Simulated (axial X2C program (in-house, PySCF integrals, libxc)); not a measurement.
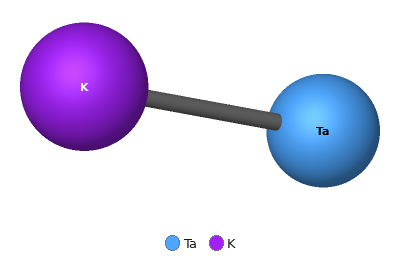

*The molecule at the reference distance of 3.393 Å.*

## TaK: relativistic diatomic calculation

- system: TaK, single determinant with Ω = 4 (not the lowest found). The distance is the PBE0 minimum at charge 0.
- method: expectation values, HF and Kohn-Sham, two-component X2C with atomic mean-field Coulomb and Gaunt terms, Ta dyall-cv3z, K dyall-cv3z (cores contracted) (axial X2C program (in-house, PySCF integrals, libxc))

**Outcome**

| quantity | value |
| --- | --- |
| outcome | HF not converged |
| hardware | 1 thread of Arm Neoverse N1, 16 GiB of memory available, shared host |
| wall time | 37 s |
| peak memory | 0.65 GiB |

**Diagnosis**

The SCF did not converge for HF; the log shown is that of a level that did.

**The input**
```
{"zs": [73, 19], "q": 0, "bas": ["dyall-cv3z", "dyall-cv3z"], "r0": 3.42, "levels": ["PBE0", "HF", "r2SCAN", "BP86", "B3LYP"], "nst": 3}
```

The line is the task of a batch: nuclear charges, charge, bases, the levels to run, a first guess of the distance and further settings. This report covers the levels named above. The log is that of the reference distance.

Launched within a batch (the task file carries these settings):
```bash
python <driver script> task.json out
```

**Output**
```
two-component X2C + atomic mean field  PBE0
basis functions 283  fitting functions 1271  grid points 5806
iter        total energy     max residual
   1     -16205.301083517     3.03e+00
   2     -16205.404530318     1.71e-03
   3     -16205.404471187     2.44e-03
   4     -16205.404700668     7.87e-04
   5     -16205.404707095     4.17e-04
   6     -16205.404709166     1.82e-04
   7     -16205.404710068     5.71e-05
   8     -16205.404710398     4.73e-05
   9     -16205.404710775     1.87e-05
  10     -16205.404711140     1.22e-05
  11     -16205.404711194     5.90e-06
  12     -16205.404711208     3.65e-06
  13     -16205.404711212     1.09e-06
  14     -16205.404711213     6.20e-07
converged
one-electron -22664.89257036  Coulomb 6610.68463363  exact exchange -87.08555584  xc functional -266.96896025  nuclear repulsion 216.31853568  atomic mean-field constant -13.46079407
```

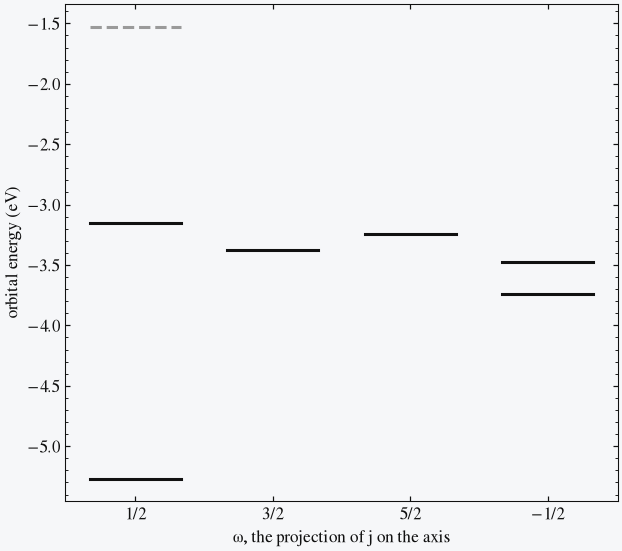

*Orbital energies (PBE0) near the frontier at 3.39 Å, filled (solid) and empty (dashed).*

The highest filled spinor (1/2; 79 % Ta d, 9 % K s) lies at −3.15 eV, the lowest empty one (1/2; 48 % K s, 20 % K p) at −1.53 eV.
